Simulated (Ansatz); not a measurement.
## Electronic structure of Al2H4O···H2 in real space

```xyz
9

Al   -0.0210   -0.1653   -0.4341
H     0.2316   -0.3966    2.3014
H     1.4604    0.2990   -0.8058
H    -1.2774    0.8195   -0.3950
O    -0.2908   -1.8766   -0.1442
Al   -0.8311   -3.5083   -0.1971
H    -0.0720   -4.5832    0.7175
H    -2.0919   -3.8752   -1.1215
H     0.1211   -0.9231    1.8194
```

Not at a stationary point (largest force 1.9 eV/Å).

These are results of RKS revPBE-D4/def2-SVP in Ansatz 0.2.0, not measurements.

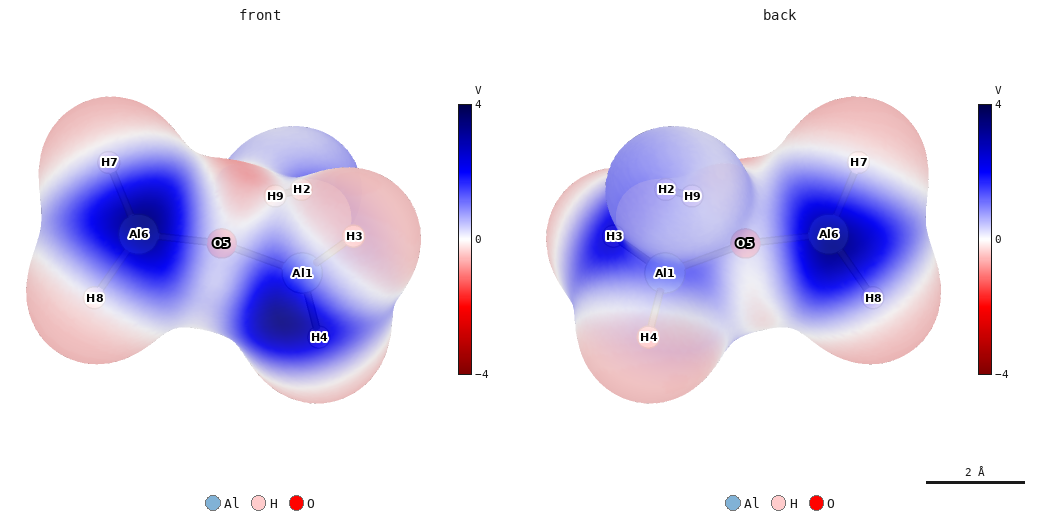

Figure 1. The electrostatic potential painted on the density surface at 0.002 e/bohr³, seen from the front and from behind; the colour scale runs from red (negative) to blue (positive).

**Which sites attract a positive test charge, and which a negative one?**

A positive charge is drawn to the negative regions and a negative charge to the positive ones. The most negative region (about −0.6 V) lies over O5, the most positive (about +3.2 V) over Al1 and Al6.

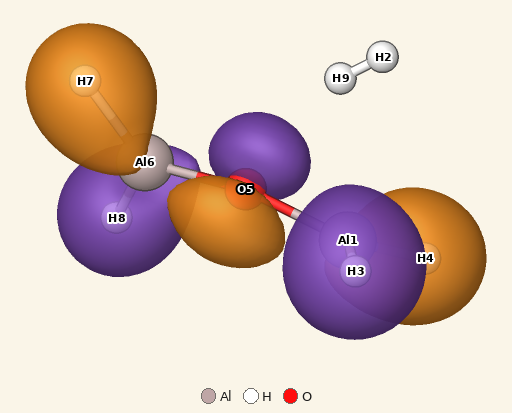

Figure 2. The HOMO−1 at ±0.1 Å⁻³ᐟ² (orange and purple are the two phases), seen at a tilt.

**What is the character of this orbital?**

It lies mainly on Al1 (about 15 %), O5 (about 15 %), H3 (about 15 %), Al6 (about 15 %), H4 (about 15 %) and H8 (about 10 %). Its energy is −7.00 eV.

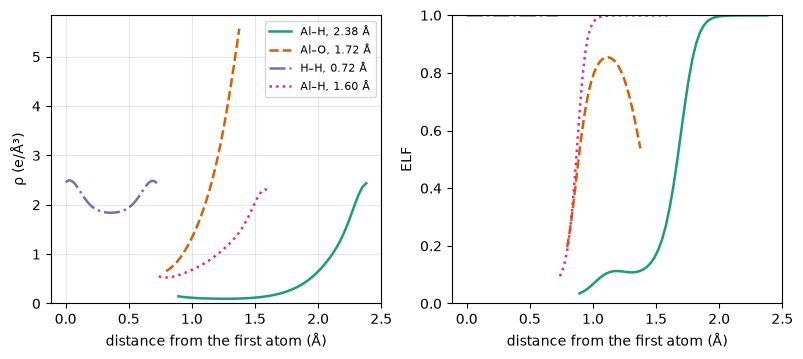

Figure 3. Total electron density and ELF along straight lines between neighbouring atoms. The curves leave out the atomic cores.

**Compare the contacts.**

Al1···H9 (2.38 Å): the density falls to about 0.1 e/Å³ on the way; the ELF climbs to about 1 towards the hydrogen.
Al–O (1.72 Å): ρ at the midpoint is about 0.78 e/Å³; the ELF peaks at about 0.85 in the valence shell of O, 0.6 Å from its nucleus, and is about 0.40 at the midpoint.
H–H (0.72 Å): the density is about 1.8 e/Å³ at the midpoint; the ELF peaks at about 1 between the atoms; a covalent bond by its length.
Al–H (1.60 Å): the density is about 0.53 e/Å³ at the midpoint; the ELF climbs to about 1 towards the hydrogen.

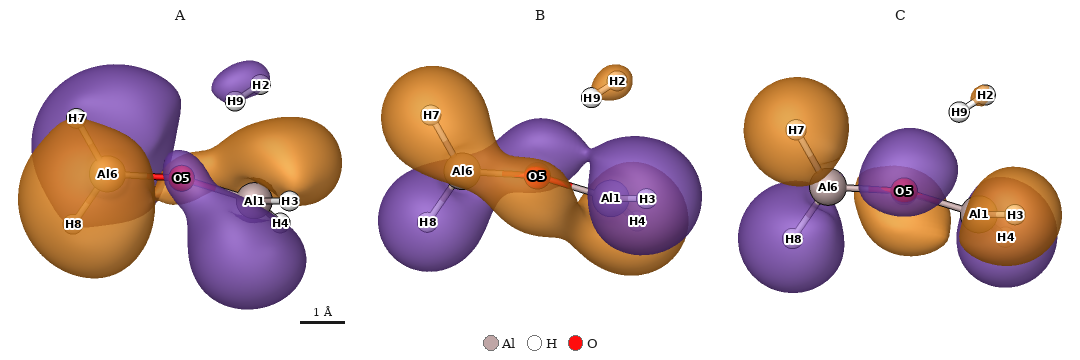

Figure 4. Three frontier orbitals at ±0.06 Å⁻³ᐟ² (orange and purple are the two phases), in no order.

**Which picture is the HOMO−1, the HOMO and the LUMO?**

B is the HOMO−1 (−7.00 eV). By Hirshfeld shares it lies mainly on Al1 (about 15 %), O5 (about 15 %), H3 (about 15 %), Al6 (about 15 %), H4 (about 15 %) and H8 (about 10 %). C is the HOMO (−6.53 eV). By Hirshfeld shares it lies mainly on O5 (about 35 %), Al6 (about 15 %), H8 (about 15 %), H7 (about 10 %), Al1 (about 10 %) and H4 (about 10 %). A is the LUMO (−1.72 eV). It lies mainly on Al6 (about 55 %) and Al1 (about 25 %).

**What is the HOMO–LUMO gap?**

4.81 eV between the orbital energies.
